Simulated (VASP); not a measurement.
Band structure of HfC (relaxed from the zinc blende structure, space group F-43m). Calculation: PBEsol GGA, VASP's PBE PAW potentials (set 64) (plane waves; VASP 6.6.1).

Unless said otherwise, spin-orbit coupling is left out, though it shifts the bands of the heavy elements here.

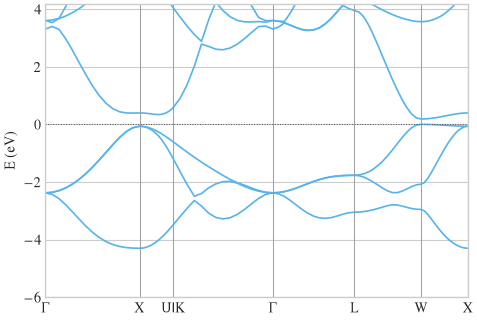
Figure: Bands along high-symmetry lines, zero at the valence-band maximum or, without a gap, the Fermi level

**Question.** Read the plot: is there a gap, and where are the band edges?

**Answer.** The gap is direct, 0.19 eV, from the valence maximum at W to the conduction minimum at W. (Edges off the drawn lines would not show.)

The structure was generated: HfC was put into the zinc blende type (F-43m), which need not be its known phase. It was relaxed first, which changed the volume by -36 %.
